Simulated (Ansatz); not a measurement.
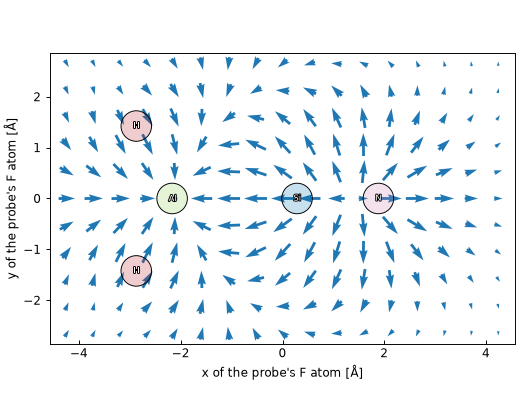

AlH₂NSi (SMILES N#[Si][AlH2]) with the probe HF. 
- The probe is moved over a plane parallel to the molecule's main plane, 2.30 Å above it.
- The first coordinate is: x of the probe's F atom; the second: y of the probe's F atom.
- Nothing is relaxed (molecule and probe rigid, the probe upright with F nearest the plane).
- The grid has 17 × 11 points.
- Theory: Ansatz, RKS PBE-D4/def2-SVPD.

Drawn: arrows along the force (downhill), their lengths compressed, labelled circles for the molecule's atoms, projected on the plane.

The arrows alone are given. Where is the energy lowest?

The arrows converge at about x of the probe's F atom = −2.17 Å, y of the probe's F atom = 0.00 Å (read from the interpolated surface).

The energy map of the same scan:

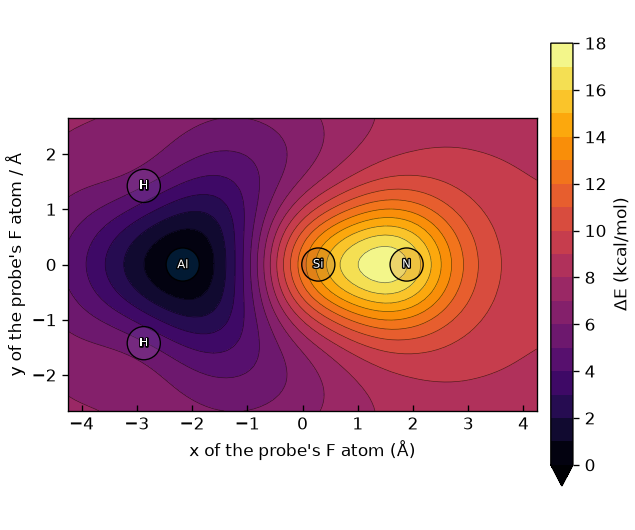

Energies are in kcal/mol, from the lowest grid point; between grid points the surface is interpolated.
